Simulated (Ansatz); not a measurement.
Relaxed InP (zinc blende):

```xyz
4
Lattice="0.0000 5.9070 5.9070 2.9535 0.0000 2.9535 2.9535 2.9535 0.0000" Properties=species:S:1:pos:R:3 pbc="T T T"
P      4.4303     4.4303     4.4303
P      4.4303     7.3838     7.3838
In     0.0000     0.0000     0.0000
In     2.9535     2.9535     5.9070
```

The atoms are displaced by Q × the pattern below (from a DFPT mode at L = (0.5, 0.0, 0.0), largest move 1; Q in Å), at fixed cell. It is one choice among 2 degenerate patterns. (q is in reciprocal vectors of the primitive cell; the cell shown is doubled to hold the pattern.)

```
atom       x       y       z
----  ------  ------  ------
P1     0.285  -0.520   0.805
P2    -0.285   0.520  -0.805
In3    0.067  -0.122   0.189
In4   -0.067   0.122  -0.189
```

Calculation: r2SCAN (plane waves to 500 eV, PAW, scalar-relativistic; Ansatz, a first-principles code). k mesh 5×10×10 (Γ-centred), Fermi-Dirac smearing 0.05 eV. Energies are smeared free energies. InP was relaxed with its symmetry unable to fall. ΔE is measured from the undisplaced structure.

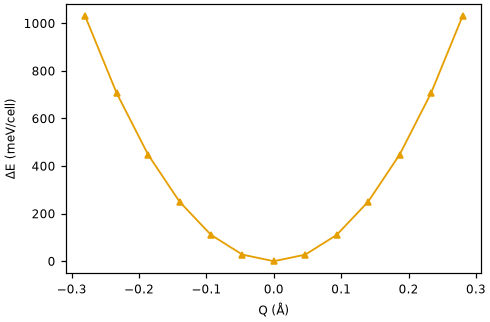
ΔE (meV/cell) against Q (Å); markers are the computed points, lines only join them.

Task: What is the energy change at Q = 0.280 Å?

Result: About 1000 meV/cell.

Task: What harmonic wavenumber does the curvature at Q = 0 give?

Result: About 300 cm⁻¹.

(A displaced cell: forces are minus the slopes of the energy, force constants its curvatures, and phonons follow from these.)
